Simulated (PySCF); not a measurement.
**Two runs on C4H6OSSi**

System: C4H6OSSi, SMILES [SiH3]Oc1cccs1.
Method of run 1: GIAO PBE0/pcSseg-1 NMR shielding, non-relativistic, gas phase (PySCF 2.14.0).

The geometry comes from this level: PBE0-D3(BJ)/def2-SVP. Text and figures count atoms from 1; the logs count them from 0 in places.

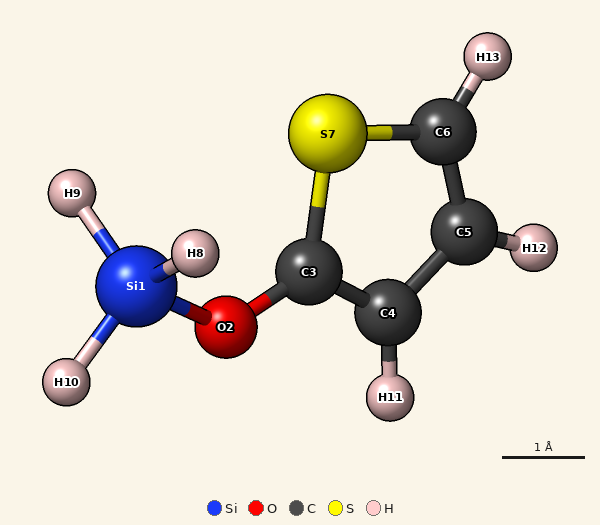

Figure 1. The structure (ball-and-stick view, seen at a tilt; atoms are numbered from 1 in the order of the input). Bond lengths as drawn: C–C 1.37 to 1.42 Å, C–H 1.09 Å, C–O 1.34 Å, C–S 1.73 to 1.75 Å, H–Si 1.48 to 1.49 Å and O–Si 1.69 Å.

### Input, run 1
```
{"job": {"kind": "nmr", "xc": "PBE0", "basis": "pcSseg-1"}, "charge": 0, "multiplicity": 1}
Si    -2.204962     0.406051     0.173882
O     -0.740296    -0.425711     0.229170
C      0.498698     0.063006     0.106596
C      1.664537    -0.621291     0.329105
C      2.813281     0.190447     0.105247
C      2.512597     1.467346    -0.278784
S      0.807247     1.709577    -0.382908
H     -2.219318     1.467972     1.221364
H     -2.383585     1.023941    -1.172071
H     -3.242117    -0.623700     0.432495
H      1.677023    -1.664314     0.643511
H      3.837572    -0.164599     0.228005
H      3.190118     2.286739    -0.511788
```

The first line tells a small driver script what to run in PySCF; the rest is the geometry in Å.

Hardware: 1 CPU thread, shared host.

### Output (run 1)
```
coarse grid: 12400 points
cycle   1  E = -918.2285434259  dE =  1.140e+00  |g| = 6.330e-01  |ddm| = 3.585e+00
cycle   2  E = -918.1257352640  dE =  1.028e-01  |g| = 9.575e-01  |ddm| = 1.326e+00
cycle   3  E = -918.3051078849  dE = -1.794e-01  |g| = 8.148e-02  |ddm| = 9.282e-01
cycle   4  E = -918.3063075951  dE = -1.200e-03  |g| = 4.250e-02  |ddm| = 1.271e-01
cycle   5  E = -918.3066958297  dE = -3.882e-04  |g| = 1.846e-02  |ddm| = 5.380e-02
cycle   6  E = -918.3067848737  dE = -8.904e-05  |g| = 3.246e-03  |ddm| = 2.054e-02
cycle   7  E = -918.3067870822  dE = -2.208e-06  |g| = 1.028e-03  |ddm| = 3.812e-03
final grid: 111944 points
cycle   8  E = -918.3606642374  dE = -1.517e-05  |g| = 9.479e-03  |ddm| = 2.545e-02
cycle   9  E = -918.3606395336  dE =  2.470e-05  |g| = 1.415e-02  |ddm| = 1.966e-02
cycle  10  E = -918.3606827873  dE = -4.325e-05  |g| = 1.291e-03  |ddm| = 1.318e-02
cycle  11  E = -918.3606831660  dE = -3.787e-07  |g| = 3.739e-04  |ddm| = 1.502e-03
cycle  12  E = -918.3606831985  dE = -3.251e-08  |g| = 8.081e-05  |ddm| = 3.884e-04
cycle  13  E = -918.3606831996  dE = -1.058e-09  |g| = 5.055e-05  |ddm| = 1.148e-04
cycle  14  E = -918.3606832002  dE = -6.737e-10  |g| = 7.858e-06  |ddm| = 5.112e-05
converged SCF energy = -918.3606832002

GIAO shielding tensors (ppm)
atom      isotropic    diamagn.    paramagn.     s11        s22        s33       span
  0 Si     381.414     878.509    -497.096    334.278    349.355    460.608    126.330
  1 O      241.093     397.746    -156.653    142.544    254.176    326.558    184.014
  2 C       14.728     253.172    -238.444    -55.905     26.069     74.019    129.924
  3 C       72.480     251.261    -178.780      5.771     65.638    146.032    140.261
  4 C       53.923     253.049    -199.127    -31.722     41.824    151.666    183.389
  5 C       66.886     262.911    -196.025    -18.977     81.183    138.452    157.429
  6 S      316.988    1057.612    -740.625    190.492    342.875    417.597    227.106
  7 H       26.254      28.311      -2.057     23.245     24.733     30.783      7.537
  8 H       26.167      28.487      -2.320     22.935     24.851     30.714      7.780
  9 H       26.308      28.236      -1.928     22.700     24.792     31.431      8.731
 10 H       24.834      30.963      -6.128     21.415     24.465     28.623      7.208
 11 H       24.436      28.681      -4.244     21.475     24.112     27.721      6.246
 12 H       24.972      29.990      -5.017     21.575     24.906     28.435      6.860
```

The input of run 2 differs as follows (lines with − go, lines with + come):
```diff
-"xc": "PBE0"
-"basis": "pcSseg-1"
+"xc": "B3LYP"
+"basis": "pcSseg-2"
+"pop": false
```

How does run 2 compare with run 1?

The total energies belong to different models, so their difference says nothing on which is more stable or more accurate. The HOMO goes from −6.25 to −6.01 eV. The LUMO goes from −0.28 to −0.63 eV. The dipole moment goes from 0.66 to 0.58 D. Of all shieldings, the largest change is that of S7, by −41.7 ppm. The functional changes from PBE0 to B3LYP. The number of SCF iterations is the same. The basis functions go from 163 to 350.

### Output (run 2)
```
coarse grid: 12400 points
cycle   1  E = -919.0057721574  dE =  1.071e+00  |g| = 7.468e-01  |ddm| = 2.775e+00
cycle   2  E = -918.8084967819  dE =  1.973e-01  |g| = 1.231e+00  |ddm| = 1.435e+00
cycle   3  E = -919.1060336827  dE = -2.975e-01  |g| = 1.254e-01  |ddm| = 1.065e+00
cycle   4  E = -919.1084603091  dE = -2.427e-03  |g| = 7.459e-02  |ddm| = 1.610e-01
cycle   5  E = -919.1096888892  dE = -1.229e-03  |g| = 2.812e-02  |ddm| = 7.327e-02
cycle   6  E = -919.1098895033  dE = -2.006e-04  |g| = 5.765e-03  |ddm| = 2.632e-02
cycle   7  E = -919.1098963795  dE = -6.876e-06  |g| = 1.481e-03  |ddm| = 5.269e-03
final grid: 111944 points
cycle   8  E = -919.1199684512  dE = -5.578e-05  |g| = 4.645e-03  |ddm| = 3.834e-02
cycle   9  E = -919.1199634050  dE =  5.046e-06  |g| = 6.456e-03  |ddm| = 7.998e-03
cycle  10  E = -919.1199735487  dE = -1.014e-05  |g| = 6.785e-04  |ddm| = 4.797e-03
cycle  11  E = -919.1199736421  dE = -9.339e-08  |g| = 2.087e-04  |ddm| = 7.990e-04
cycle  12  E = -919.1199736493  dE = -7.275e-09  |g| = 1.040e-04  |ddm| = 2.212e-04
cycle  13  E = -919.1199736519  dE = -2.559e-09  |g| = 3.335e-05  |ddm| = 1.164e-04
cycle  14  E = -919.1199736522  dE = -2.776e-10  |g| = 6.214e-06  |ddm| = 3.000e-05
converged SCF energy = -919.1199736522

GIAO shielding tensors (ppm)
atom      isotropic    diamagn.    paramagn.     s11        s22        s33       span
  0 Si     364.520     877.497    -512.977    318.525    334.709    440.325    121.799
  1 O      229.111     394.684    -165.573    136.270    240.866    310.197    173.927
  2 C        1.882     252.033    -250.152    -71.966     12.132     65.479    137.445
  3 C       64.044     254.104    -190.060     -4.785     56.963    139.954    144.739
  4 C       45.062     251.370    -206.308    -44.723     33.860    146.050    190.773
  5 C       58.087     256.902    -198.815    -31.220     73.174    132.307    163.526
  6 S      275.290    1059.026    -783.736    147.171    302.651    376.047    228.876
  7 H       26.314      29.126      -2.812     23.476     24.824     30.641      7.165
  8 H       26.222      29.269      -3.047     23.116     24.980     30.571      7.455
  9 H       26.405      28.925      -2.519     23.075     24.919     31.223      8.148
 10 H       24.993      32.886      -7.893     22.363     24.556     28.058      5.695
 11 H       24.523      28.974      -4.451     21.970     24.291     27.308      5.338
 12 H       24.955      28.475      -3.520     21.865     25.515     27.484      5.619
```

### The two runs side by side

| quantity | run 1 | run 2 |
| --- | --- | --- |
| outcome | converged | converged |
| total energy (hartree) | −918.360683 | −919.119974 |
| HOMO (eV) | −6.25 | −6.01 |
| LUMO (eV) | −0.28 | −0.63 |
| dipole moment (D) | 0.66 | 0.58 |
| shielding of Si1 (ppm) | 381.4 | 364.5 |
| shielding of O2 (ppm) | 241.1 | 229.1 |
| shielding of C3 (ppm) | 14.7 | 1.9 |
| shielding of C4 (ppm) | 72.5 | 64.0 |
| shielding of C5 (ppm) | 53.9 | 45.1 |
| shielding of C6 (ppm) | 66.9 | 58.1 |
| shielding of S7 (ppm) | 317.0 | 275.3 |
| SCF iterations | 14 | 14 |
| basis functions | 163 | 350 |
| wall time (shared host) | 25 s | 82 s |
